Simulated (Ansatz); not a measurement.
# Sc3TlB (Pm-3m): from the cell to its phonons, part 3 of 3

Aim: the vibrations of Sc3TlB (Pm-3m), their spectra, and whether the structure is stable.

Ansatz 0.2.0; DFT PBEsol, scalar-relativistic, plane waves, PAW; PAW set soft_1.

So far. Step 3 (Relaxing to small forces for the phonons): The forces vanish by symmetry and the pressure is 0.000 GPa, within the tolerances set. The cell now holds 19.89 Å³/atom. Step 4 (Linear response at the zone centre): Before it was imposed, the acoustic sum rule was missed by 2.2e-5 eV/Å². Small misses are needed for a sound result but don't prove that mesh and cutoff are converged. The lowest optical mode is real, 98.2 cm⁻¹. The relaxed cell has a = 4.633 Å (conventional setting).

## 5. Response at finite wavevector (continued)

The partial phonon density of states has structure finer than the step of the table below, so its rows give means over 50 cm⁻¹, whole bins alone (the curve runs from -10 to 546 cm⁻¹). Peaks (cm⁻¹: height): B 515.0: 0.0537; Sc 123.0: 0.084, 147.5: 0.0811, 221.0: 0.0337, 242.0: 0.0309, 301.5: 0.0261; Tl 60.0: 0.181.

Phonopy on the run's constants, 13x13x13 mesh, Gaussian sigma 4.0 cm-1. Interpolated from a 4×4×4 q mesh. The partial phonon density of states by wavenumber; means over each step; values in 1/cm⁻¹/cell:

| wavenumber (cm⁻¹) | B | Sc | Tl |
| --- | --- | --- | --- |
| 50 | 9.0e-5 | 0.00778 | 0.0564 |
| 100 | 4.5e-4 | 0.0471 | 0.00273 |
| 150 | 2.9e-4 | 0.0603 | 6.5e-4 |
| 200 | 0.00203 | 0.0194 | 2.4e-5 |
| 250 | 0.00175 | 0.0217 | 1.6e-6 |
| 300 | 3.9e-4 | 0.0180 | 0 |
| 350 | 3.9e-6 | 6.9e-4 | 0 |
| 400 | 0 | 0 | 0 |
| 450 | 0.0158 | 0.00252 | 0 |
| 500 | 0.0387 | 0.00248 | 1.4e-6 |

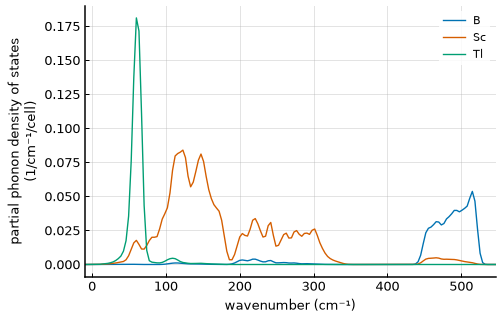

Partial phonon density of states, plotted against wavenumber.

Harmonic thermodynamic functions per atom, from the density of states. Interpolated from a 4×4×4 q mesh. Thermodynamic functions, by row:

| T (K) | F_vib (meV/atom) | S (J/mol-atom/K) | C_V (J/mol-atom/K) |
| --- | --- | --- | --- |
| 0 | 39.33 | 0 | 0 |
| 50 | 38.6 | 4.451 | 7.889 |
| 100 | 34.26 | 12.16 | 14.32 |
| 200 | 15.09 | 24.11 | 19.94 |
| 300 | -14.57 | 32.7 | 22.24 |
| 400 | -51.99 | 39.26 | 23.3 |
| 500 | -95.5 | 44.52 | 23.85 |
| 600 | -144 | 48.9 | 24.16 |
| 700 | -196.6 | 52.64 | 24.36 |
| 800 | -252.9 | 55.9 | 24.5 |
| 900 | -312.4 | 58.79 | 24.59 |
| 1000 | -374.7 | 61.39 | 24.65 |

Harmonic mean-square displacement, third of the trace. Interpolated from a 4×4×4 q mesh. Mean square displacements, by row:

| T (K) | Sc1 U_eq (Å²) | Sc2 U_eq (Å²) | Sc3 U_eq (Å²) | Tl4 U_eq (Å²) | B5 U_eq (Å²) |
| --- | --- | --- | --- | --- | --- |
| 0 | 0.00261 | 0.00261 | 0.00261 | 0.00137 | 0.00362 |
| 100 | 0.00394 | 0.00394 | 0.00394 | 0.0035 | 0.00392 |
| 300 | 0.00968 | 0.00968 | 0.00968 | 0.00998 | 0.0058 |
| 600 | 0.01892 | 0.01892 | 0.01892 | 0.01987 | 0.00991 |

Symmetry leaves 10 wavevectors to solve. The lowest mode among them, the acoustic zeros apart, lies at q = (0, 0, 0.25) and is real, 45.1 cm⁻¹.

## 6. Isotope substitution, element B, natural mass 10.81 amu

An isotope changes the mass and not the force constants, so no new electronic calculation is needed; the shifts show which modes move this element.

The same force constants with the mass of B changed from 10.810 to 10.013 u (phonopy, no LO-TO term). Both lists are sorted by frequency; levels can cross, so a row need not hold one and the same mode. Modes under 3 cm⁻¹ are left out. Isotope shifts, by row, the first 40 of 57 rows:

| q | rank | natural mass (cm⁻¹) | changed mass (cm⁻¹) |
| --- | --- | --- | --- |
| 0 0 0 | 4 | 98.16 | 98.34 |
| 0 0 0 | 5 | 98.16 | 98.34 |
| 0 0 0 | 6 | 98.16 | 98.34 |
| 0 0 0 | 7 | 128.9 | 128.9 |
| 0 0 0 | 8 | 128.9 | 128.9 |
| 0 0 0 | 9 | 128.9 | 128.9 |
| 0 0 0 | 10 | 230.5 | 231.1 |
| 0 0 0 | 11 | 230.5 | 231.1 |
| 0 0 0 | 12 | 230.5 | 231.1 |
| 0 0 0 | 13 | 459.8 | 475.1 |
| 0 0 0 | 14 | 459.8 | 475.1 |
| 0 0 0 | 15 | 459.8 | 475.1 |
| 0 0 0.25 | 1 | 45.13 | 45.15 |
| 0 0 0.25 | 2 | 45.13 | 45.15 |
| 0 0 0.25 | 3 | 58.72 | 58.72 |
| 0 0 0.25 | 4 | 107.7 | 107.9 |
| 0 0 0.25 | 5 | 107.7 | 107.9 |
| 0 0 0.25 | 6 | 122.7 | 122.7 |
| 0 0 0.25 | 7 | 127.6 | 127.6 |
| 0 0 0.25 | 8 | 134.7 | 134.7 |
| 0 0 0.25 | 9 | 134.7 | 134.7 |
| 0 0 0.25 | 10 | 218.6 | 219.3 |
| 0 0 0.25 | 11 | 218.6 | 219.3 |
| 0 0 0.25 | 12 | 258 | 258.7 |
| 0 0 0.25 | 13 | 457.4 | 472.6 |
| 0 0 0.25 | 14 | 457.4 | 472.6 |
| 0 0 0.25 | 15 | 464.8 | 481.4 |
| 0 0 -0.5 | 1 | 57.36 | 57.36 |
| 0 0 -0.5 | 2 | 57.36 | 57.36 |
| 0 0 -0.5 | 3 | 67.08 | 67.08 |
| 0 0 -0.5 | 4 | 110.1 | 110.1 |
| 0 0 -0.5 | 5 | 115 | 115 |
| 0 0 -0.5 | 6 | 117.5 | 117.6 |
| 0 0 -0.5 | 7 | 117.5 | 117.6 |
| 0 0 -0.5 | 8 | 150.2 | 150.2 |
| 0 0 -0.5 | 9 | 150.2 | 150.2 |
| 0 0 -0.5 | 10 | 198.8 | 199.9 |
| 0 0 -0.5 | 11 | 198.8 | 199.9 |
| 0 0 -0.5 | 12 | 300.1 | 300.1 |
| 0 0 -0.5 | 13 | 443.1 | 457.4 |

A mode of this element alone would shift by +3.90 %. The highest zone-centre frequency without the field goes from 459.8 to 475.1 cm⁻¹ (+3.3 %). The product of the frequency ratios over all optical modes at Γ is 1.118; the product rule, (m/m′)^(3k/2) (M′/M)^(3/2) with k = 1 such atoms and M the mass of the cell, gives 1.118.

## 7. Isotope substitution, element Tl, natural mass 204.38 amu

The same for Tl, from 204.38 to 202.97 u.

A mode of this element alone would shift by +0.35 %. The highest zone-centre frequency without the field goes from 459.8 to 459.8 cm⁻¹ (+0.0 %). The product of the frequency ratios over all optical modes at Γ is 1.004; the product rule, (m/m′)^(3k/2) (M′/M)^(3/2) with k = 1 such atoms and M the mass of the cell, gives 1.004.

## 8. Results

```
space group after relaxation (within 0.01 Å)            : Pm-3m
volume per atom                                         : 19.9 Å³
electronic character                                    : no gap on this mesh
highest optical mode at the zone centre (no LO-TO term) : 460 cm⁻¹
lowest optical zone-centre mode                         : 98.2 cm⁻¹
lowest mode on the q mesh (acoustic modes at Γ apart)   : 45.1 cm⁻¹
highest frequency on the path or at a solved wavevector : 521 cm⁻¹
zero-point energy per atom                              : 39.3 meV
heat capacity at 300 K                                  : 22.2 J/(mol atoms K)
vibrational entropy at 300 K                            : 32.7 J/(mol atoms K)
Debye temperature (second moment)                       : 486 K
imaginary modes on the 4×4×4 q mesh                     : none
```

The structure is a minimum as far as tested: no mode is imaginary at the 10 irreducible wavevectors of the 4×4×4 mesh, and the softest away from the acoustic zeros lies at 45 cm⁻¹. The optical modes at Γ span 98 to 460 cm⁻¹. The highest mode in this list at Γ, 459.8 cm⁻¹, is mostly motion of B (85 % of the kinetic energy). On the path and the mesh, the widest gap between branches runs from 342 to 443 cm⁻¹. With no gap, or one that is small against the smearing, the frequencies hang on the k mesh and the smearing, most of all near Kohn anomalies. The phonon runs are without spin polarisation, although the cell has an odd electron count. Spin-orbit coupling is left out, which can matter for the heavy elements here. The PAW files were made for PBE and serve the other functionals too. These are harmonic frequencies at zero temperature: anharmonic shifts, linewidths and thermal expansion are left out.

[Logs are printed without paths, hosts, clocks, repeated set-up lines and the standing remarks that a program may print on its own settings, such as how far it seeks lower states.]

[Hosts, paths, dates, database ids (printed as entryN), source tags and the programs' standing remarks are cut or masked in the printed files.]
